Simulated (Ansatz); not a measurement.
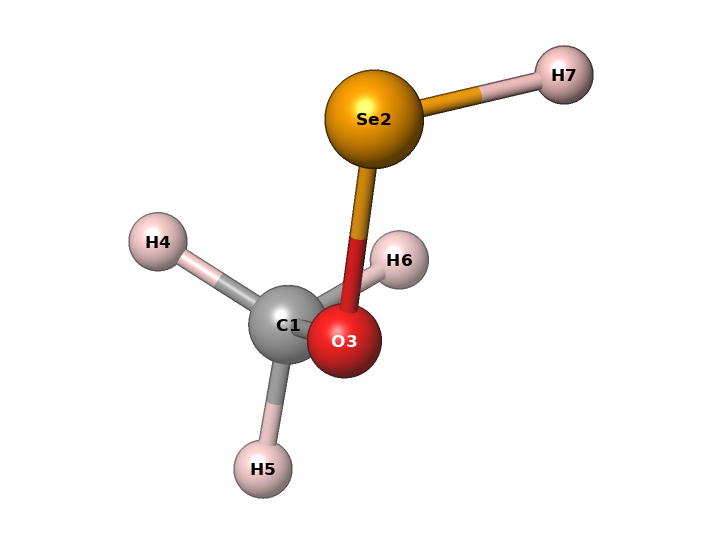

C1 lies behind O3. The molecule seen a little off the O3–C1 bond, O3 in front. Atoms fade into the background with distance from the viewer. Computed geometry: PBE0-D4/def2-TZVP optimisation. No frequency run is at hand to confirm it as a minimum.

**What is the torsion angle Se2–O3–C1–H4? The sign is positive where the front bond must turn clockwise to cover the back bond.**

−56°, synclinal (gauche).
